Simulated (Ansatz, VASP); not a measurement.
# Ge (Ge(110)) in two plane-wave programs

Wanted: the spread between two codes on one cell, functional and k mesh. Valence electrons are named where the data sets of a main pair hold unlike numbers.

Main program and level: Ansatz 0.2.0; plane waves, with VASP 6.6.1 beside it; band structure at PBE.

### Step 1. The structure

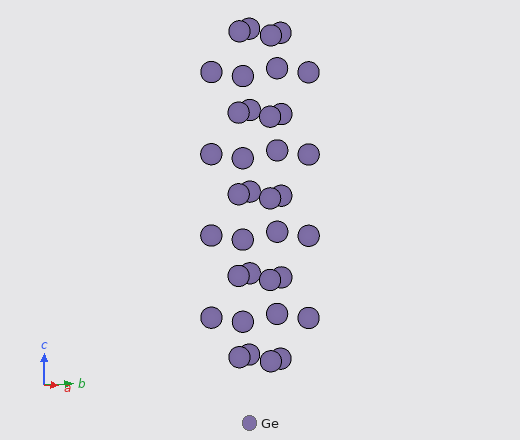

The cell as given, from the side, with the c axis up (germanium purple). 2×1×1 cells are drawn.

The cell holds 18 atoms: 18 Ge. Its edges and angles: a = 4.134 Å, b = 5.847 Å, c = 32.270 Å, α = 90.0°, β = 90.0°, γ = 90.0°. It derives from Ge. As first built, before any earlier steps moved the atoms (in the runner's words): 9 layers, strained by +1 % in the plane. Vacuum lies along c.

### Step 2. VASP: band structure, PBE

With cell and atoms fixed, the geometry can't cause a difference; cores, projectors, grids and the points listed under the comparison can.

Lines of VASP's logs that name or quote its potential files are left out, and so is its time.

Input file INCAR:

```
SYSTEM = Ge
PREC = Normal
ENCUT = 320
EDIFF = 1E-06
NELM = 120
ISMEAR = 0
SIGMA = 0.03
LREAL = Auto
ALGO = Fast
GGA = PE
NBANDS = 54
LORBIT = 11
LWAVE = .FALSE.
LCHARG = .TRUE.
KPAR = 2
IDIPOL = 3
LDIPOL = .TRUE.
DIPOL = 0.5 0.5 0.5
LVHAR = .TRUE.
LVACPOTAV = .TRUE.
NEDOS = 1500
```

Input file POSCAR:

```
Ge
1.0
    4.1343608022      0.0000000000      0.0000000000
    0.0000000000      5.8468691182      0.0000000000
    0.0000000000      0.0000000000     32.2700078924
Ge
18
Direct
    0.7500000000      0.3832041304      0.7518328783
    0.2500000000      0.6167958696      0.7518328783
    0.2500000000      0.8747161448      0.6898259971
    0.7500000000      0.1252838552      0.6898259971
    0.7500000000      0.3758144267      0.6261682695
    0.2500000000      0.6241855733      0.6261682695
    0.2500000000      0.8757020557      0.5628595957
    0.7500000000      0.1242979443      0.5628595957
    0.7500000000      0.3763669023      0.5000000000
    0.2500000000      0.6236330977      0.5000000000
    0.2500000000      0.8757020557      0.4371404043
    0.7500000000      0.1242979443      0.4371404043
    0.7500000000      0.3758144267      0.3738317305
    0.2500000000      0.6241855733      0.3738317305
    0.2500000000      0.8747161448      0.3101740029
    0.7500000000      0.1252838552      0.3101740029
    0.7500000000      0.3832041304      0.2481671217
    0.2500000000      0.6167958696      0.2481671217
```

Input file KPOINTS:

```
Automatic mesh
0
Gamma
6 4 1
0 0 0
```

Input file KPOINTS_OPT:

```
Line mode
14
Line-mode
Reciprocal
  0.00000000   0.00000000   0.00000000 GAMMA
  0.50000000   0.00000000   0.00000000 X

  0.50000000   0.00000000   0.00000000 X
  0.50000000   0.50000000   0.00000000 S

  0.50000000   0.50000000   0.00000000 S
  0.00000000   0.50000000   0.00000000 Y

  0.00000000   0.50000000   0.00000000 Y
  0.00000000   0.00000000   0.00000000 GAMMA

  0.00000000   0.00000000   0.00000000 GAMMA
  0.50000000   0.50000000   0.00000000 S
```

The projector-augmented-wave data sets are Ge (PBE family, release 64).

The run is started by

```bash
mpirun -np 4 vasp_std
```

Numbers of over 12 decimals in the logs are rounded to 6 here.

What it wrote:

```text
[banner, memory and clock lines left out]
running    4 mpi-ranks, on    1 nodes
 distrk:  each k-point on    2 cores,    2 groups
 distr:  one band on    1 cores,    2 groups

 POSCAR found type information on POSCAR Ge
 POSCAR found :  1 types and      18 ions
 LDA part: xc-table for (Slater+PW92), standard interpolation
 POSCAR, INCAR and KPOINTS ok, starting setup
 FFT: planning ... GRIDC
 FFT: planning ... GRID_SOFT
 FFT: planning ... GRID
 WAVECAR not read
 entering main loop
       N       E                     dE             d eps       ncg     rms          rms(c)
DAV:   1     0.276195280964E+03    0.27620E+03   -0.18173E+04  1304   0.681E+02
DAV:   2    -0.452643181811E+02   -0.32146E+03   -0.30927E+03  1696   0.144E+02
DAV:   3    -0.767214257436E+02   -0.31457E+02   -0.30829E+02  1584   0.472E+01
DAV:   4    -0.777897517012E+02   -0.10683E+01   -0.10618E+01  1760   0.924E+00
DAV:   5    -0.778148318888E+02   -0.25080E-01   -0.25063E-01  1740   0.131E+00    0.781E+00
RMM:   6    -0.773806324915E+02    0.43420E+00   -0.26989E-01  1444   0.130E+00    0.472E+00
RMM:   7    -0.774454450288E+02   -0.64813E-01   -0.67633E-01  1657   0.198E+00    0.139E+00
RMM:   8    -0.771400388052E+02    0.30541E+00   -0.15607E-01  1567   0.949E-01    0.333E-01
RMM:   9    -0.771468756008E+02   -0.68368E-02   -0.29878E-02  1616   0.478E-01    0.124E-01
RMM:  10    -0.771468201174E+02    0.55483E-04   -0.57605E-03  1726   0.202E-01    0.627E-02
RMM:  11    -0.771471869074E+02   -0.36679E-03   -0.97512E-04  1568   0.927E-02    0.272E-02
RMM:  12    -0.771473554802E+02   -0.16857E-03   -0.53618E-04  1615   0.575E-02    0.164E-02
RMM:  13    -0.771476185221E+02   -0.26304E-03   -0.22032E-04  1581   0.329E-02    0.907E-03
RMM:  14    -0.771477596210E+02   -0.14110E-03   -0.78583E-05  1605   0.190E-02    0.470E-03
RMM:  15    -0.771478318573E+02   -0.72236E-04   -0.42150E-05  1569   0.126E-02    0.256E-03
RMM:  16    -0.771478593460E+02   -0.27489E-04   -0.69162E-06  1377   0.576E-03    0.157E-03
RMM:  17    -0.771478955293E+02   -0.36183E-04   -0.40241E-06  1177   0.334E-03    0.897E-04
RMM:  18    -0.771479190977E+02   -0.23568E-04   -0.12972E-06  1099   0.197E-03    0.545E-04
RMM:  19    -0.771479395544E+02   -0.20457E-04   -0.97564E-07   962   0.153E-03    0.368E-04
RMM:  20    -0.771479472577E+02   -0.77032E-05   -0.56540E-07   690   0.101E-03    0.145E-04
RMM:  21    -0.771479484540E+02   -0.11964E-05   -0.84128E-08   505   0.768E-04    0.750E-05
RMM:  22    -0.771479488606E+02   -0.40661E-06   -0.44686E-08   458   0.715E-04
|                                                                             |
|           W    W    AA    RRRRR   N    N  II  N    N   GGGG   !!!           |
|           W    W   A  A   R    R  NN   N  II  NN   N  G    G  !!!           |
|           W    W  A    A  R    R  N N  N  II  N N  N  G       !!!           |
|           W WW W  AAAAAA  RRRRR   N  N N  II  N  N N  G  GGG   !            |
|           WW  WW  A    A  R   R   N   NN  II  N   NN  G    G                |
|           W    W  A    A  R    R  N    N  II  N    N   GGGG   !!!           |
|                                                                             |
|     Did not find any points to average over, which means that no vacuum     |
|     field-free region was found. Please increase the size of  your cell     |
|     in the dimension of the dipole correction to obtain accurate            |
|     workfunction values.                                                    |
|                                                                             |

   1 F= -.77147949E+02 E0= -.77145135E+02  d E =-.562871E-02
 Start KPOINTS_OPT (optional k-point list driver)
k-point batch [1-12\70]
       N       E                     dE             ncg
DAV:   1    -0.473305339184E+03   -0.71319E+04     1296
DAV:   2    -0.431266400371E+04   -0.38394E+04     1706
DAV:   3    -0.470458129708E+04   -0.39192E+03     1568
DAV:   4    -0.471764417978E+04   -0.13063E+02     1792
DAV:   5    -0.471789766594E+04   -0.25349E+00     1704
DAV:   6    -0.471790510998E+04   -0.74440E-02     1776
DAV:   7    -0.471790534297E+04   -0.23299E-03     1720
DAV:   8    -0.471790535512E+04   -0.12152E-04     1648
DAV:   9    -0.471790535569E+04   -0.56987E-06     1192
[...]
k-point batch [61-70\70]
       N       E                     dE             ncg
DAV:   1    -0.337641485126E+03   -0.12316E+05     1080
DAV:   2    -0.346395322525E+04   -0.31263E+04     1444
DAV:   3    -0.376038337889E+04   -0.29643E+03     1312
DAV:   4    -0.376904173977E+04   -0.86584E+01     1464
DAV:   5    -0.376923765249E+04   -0.19591E+00     1434
DAV:   6    -0.376924510830E+04   -0.74558E-02     1480
DAV:   7    -0.376924541449E+04   -0.30620E-03     1466
DAV:   8    -0.376924542677E+04   -0.12282E-04     1352
DAV:   9    -0.376924542735E+04   -0.57790E-06     1034
```

Parts of OUTCAR (step 2):

```text
ion  position               nearest neighbor table
   1  0.750  0.383  0.752-   2 2.48   2 2.48   4 2.51
   2  0.250  0.617  0.752-   1 2.48   1 2.48   3 2.51
   3  0.250  0.875  0.690-   2 2.51   6 2.52   4 2.53   4 2.53
   4  0.750  0.125  0.690-   1 2.51   5 2.52   3 2.53   3 2.53
   5  0.750  0.376  0.626-   8 2.52   4 2.52   6 2.53   6 2.53
   6  0.250  0.624  0.626-   7 2.52   3 2.52   5 2.53   5 2.53
   7  0.250  0.876  0.563-  10 2.51   6 2.52   8 2.53   8 2.53
   8  0.750  0.124  0.563-   9 2.51   5 2.52   7 2.53   7 2.53
   9  0.750  0.376  0.500-   8 2.51  12 2.51  10 2.52  10 2.52
  10  0.250  0.624  0.500-   7 2.51  11 2.51   9 2.52   9 2.52
  11  0.250  0.876  0.437-  10 2.51  14 2.52  12 2.53  12 2.53
  12  0.750  0.124  0.437-   9 2.51  13 2.52  11 2.53  11 2.53
  13  0.750  0.376  0.374-  12 2.52  16 2.52  14 2.53  14 2.53
  14  0.250  0.624  0.374-  11 2.52  15 2.52  13 2.53  13 2.53
  15  0.250  0.875  0.310-  18 2.51  14 2.52  16 2.53  16 2.53
  16  0.750  0.125  0.310-  17 2.51  13 2.52  15 2.53  15 2.53
  17  0.750  0.383  0.248-  18 2.48  18 2.48  16 2.51
  18  0.250  0.617  0.248-  17 2.48  17 2.48  15 2.51

  LATTYP: Found a simple orthorhombic cell.
 ALAT       =     4.1343608022
 B/A-ratio  =     1.4142135624
 C/A-ratio  =     7.8053197184

 Subroutine GETGRP returns: Found  8 space group operations
 (whereof  4 operations were pure point group operations)

The static configuration has the point symmetry C_2h.
 The point group associated with its full space group is D_2h.

 Found     12 irreducible k-points:

   k-points           NKPTS =     12   k-points in BZ     NKDIM =     12   number of bands    NBANDS=     54

   dimension x,y,z NGX =    18 NGY =   28 NGZ =  144
   dimension x,y,z NGXF=    36 NGYF=   56 NGZF=  288

   ENCUT  =  320.0 eV  23.52 Ry    4.85 a.u.   6.03  8.53 47.07*2*pi/ulx,y,z

   NELECT =      72.0000    total number of electrons

 k-points in reciprocal lattice and weights: Automatic mesh
   0.00000000  0.00000000  0.00000000       0.042
   0.16666667  0.00000000  0.00000000       0.083
   0.33333333  0.00000000  0.00000000       0.083
   0.50000000  0.00000000  0.00000000       0.042
   0.00000000  0.25000000  0.00000000       0.083
   0.16666667  0.25000000  0.00000000       0.167
   0.33333333  0.25000000  0.00000000       0.167
   0.50000000  0.25000000  0.00000000       0.083
   0.00000000  0.50000000  0.00000000       0.042
   0.16666667  0.50000000  0.00000000       0.083
   0.33333333  0.50000000  0.00000000       0.083
   0.50000000  0.50000000  0.00000000       0.042

 dipolmoment           0.000000      0.000000      0.000000 electrons x Angstroem

 average (electrostatic) potential at core
       1 -36.7773       2 -36.7773       3 -36.9882       4 -36.9882       5 -37.0183
       6 -37.0183       7 -37.0042       8 -37.0042       9 -37.0265      10 -37.0265
      11 -37.0042      12 -37.0042      13 -37.0183      14 -37.0183      15 -36.9882
      16 -36.9882      17 -36.7773      18 -36.7773

 E-fermi :  -0.3965

 k-point     1 :       0.0000    0.0000    0.0000
  band No.  band energies     occupation
    ...
     30      -1.4706      2.00000
     31      -1.1424      2.00000
     32      -1.1176      2.00000
     33      -0.7477      2.00000
     34      -0.4718      1.99961
     35      -0.3470      0.01964
     36      -0.1802      0.00000
     37      -0.0338      0.00000
     38       0.3023      0.00000
     39       0.5538      0.00000
    ...

 k-point     2 :       0.1667    0.0000    0.0000
  band No.  band energies     occupation
    ...
     32      -1.6986      2.00000
     33      -1.3892      2.00000
     34      -1.2303      2.00000
     35      -0.5243      2.00000
     36      -0.4733      1.99970
     37      -0.1037      0.00000
     38       0.4747      0.00000
     39       1.4006      0.00000
     40       1.4986      0.00000
     41       1.5121      0.00000
    ...

 k-point     3 :       0.3333    0.0000    0.0000
  band No.  band energies     occupation
    ...
     32      -2.4082      2.00000
     33      -2.2160      2.00000
     34      -1.5611      2.00000
     35      -0.8412      2.00000
     36      -0.7652      2.00000
     37      -0.1383      0.00000
     38       0.1443      0.00000
     39       0.6873      0.00000
     40       0.8236      0.00000
     41       1.3749      0.00000
    ...

  Total       -2.6227735     -2.7022064      0.7950261      0.0000000      0.0000000      0.0000000
  in kB       -5.3869203     -5.5500678      1.6329059      0.0000000      0.0000000      0.0000000
  external PRESSURE =      -3.1013607 kB  Pullay stress =       0.0000000 kB

  energy-cutoff  :      320.00
  volume of cell :      780.07
      direct lattice vectors                 reciprocal lattice vectors
     4.134360802  0.000000000  0.000000000     0.241875358  0.000000000  0.000000000
     0.000000000  5.846869118  0.000000000     0.000000000  0.171031706  0.000000000
     0.000000000  0.000000000 32.270007892     0.000000000  0.000000000  0.030988527

 POSITION                                       TOTAL-FORCE (eV/Angst)
 -----------------------------------------------------------------------------------
      3.10077      2.24054     24.26165        -0.000000      0.008576      0.005926
      1.03359      3.60632     24.26165        -0.000000     -0.008576      0.005926
      1.03359      5.11435     22.26069        -0.000000      0.022358      0.010264
      3.10077      0.73252     22.26069        -0.000000     -0.022358      0.010264
      3.10077      2.19734     20.20645        -0.000000      0.006334      0.025794
      1.03359      3.64953     20.20645         0.000000     -0.006334      0.025794
      1.03359      5.12012     18.16348         0.000000      0.008027      0.007106
      3.10077      0.72675     18.16348        -0.000000     -0.008027      0.007106
      3.10077      2.20057     16.13500        -0.000000      0.016359     -0.000000
      1.03359      3.64630     16.13500        -0.000000     -0.016359     -0.000000
      1.03359      5.12012     14.10652        -0.000000      0.008027     -0.007106
      3.10077      0.72675     14.10652        -0.000000     -0.008027     -0.007106
      3.10077      2.19734     12.06355         0.000000      0.006334     -0.025794
      1.03359      3.64953     12.06355         0.000000     -0.006334     -0.025794
      1.03359      5.11435     10.00932        -0.000000      0.022358     -0.010264
      3.10077      0.73252     10.00932        -0.000000     -0.022358     -0.010264
      3.10077      2.24054      8.00835        -0.000000      0.008576     -0.005926
      1.03359      3.60632      8.00835        -0.000000     -0.008576     -0.005926
 -----------------------------------------------------------------------------------
    total drift:                               -0.000000      0.000000     -0.000000

  FREE ENERGIE OF THE ION-ELECTRON SYSTEM (eV)
  ---------------------------------------------------
  free  energy   TOTEN  =       -77.1479488606 eV

  energy  without entropy=      -77.1423201518  energy(sigma->0) =      -77.14513451

 vacuum level on the upper side and lower side of the slab         4.306         4.306

 total charge
# of ion       s       p       d       tot
------------------------------------------
    1        1.194   1.076   0.040   2.310
    2        1.194   1.076   0.040   2.310
    3        1.165   1.134   0.052   2.350
    4        1.165   1.134   0.052   2.350
    5        1.156   1.154   0.050   2.360
    6        1.156   1.154   0.050   2.360
    7        1.148   1.171   0.050   2.369
    8        1.148   1.171   0.050   2.369
    9        1.145   1.175   0.052   2.371
   10        1.145   1.175   0.052   2.371
   11        1.148   1.171   0.050   2.369
   12        1.148   1.171   0.050   2.369
   13        1.156   1.154   0.050   2.360
   14        1.156   1.154   0.050   2.360
   15        1.165   1.134   0.052   2.350
   16        1.165   1.134   0.052   2.350
   17        1.194   1.076   0.040   2.310
   18        1.194   1.076   0.040   2.310
--------------------------------------------------
tot         20.938  20.487   0.875  42.300

[... 3 further parts left out ...]
```

The data set Ge keeps the semicore shell frozen, which is cheaper and a little less accurate.

(Part 1 of 2 ends here.)

[Lines on the potential files, build, host, timing and source positions are cut from VASP's logs without a mark.]

[Logs are printed without paths, hosts, clocks, repeated set-up lines and the standing remarks that a program may print on its own settings, such as how far it seeks lower states.]

[Hosts, paths, dates, database ids (printed as entryN), source tags and the programs' standing remarks are cut or masked in the printed files.]
